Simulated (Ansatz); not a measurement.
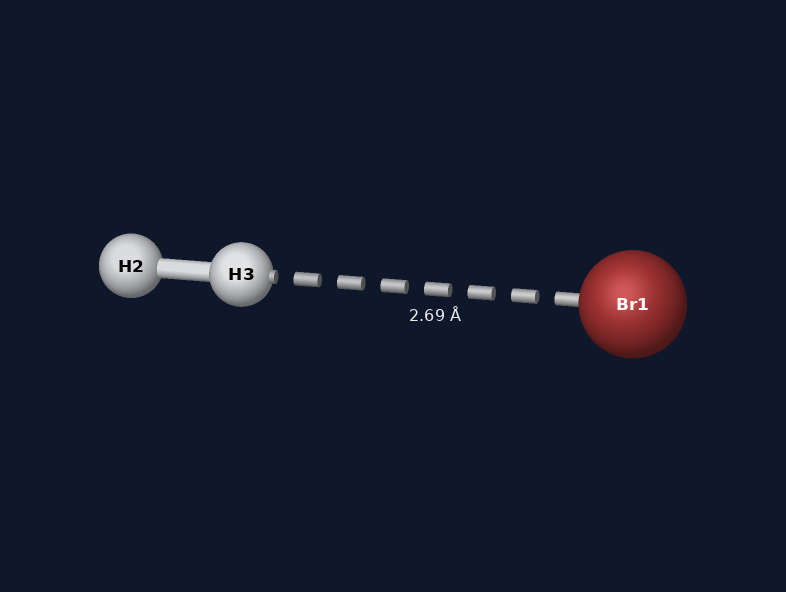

Two molecules or ions; the broken line marks their closest contact (measured against van der Waals radii). The species has charge −1 and is a spin singlet. Geometry: a pair of rigid molecules at a changed separation. Program: Ansatz 0.2.0.

**Which two species are they?**

Br and H2 (`[Br-].[H][H]`).

Give the counterpoise-corrected interaction energy (kJ/mol, monomers kept as in the pair) with RHF-CCSD(T) (frozen core)/def2-TZVPPD.

| level | interaction energy (kJ/mol) |
| --- | --- |
| RHF-CCSD(T) (frozen core)/def2-TZVPPD | −5.6 |
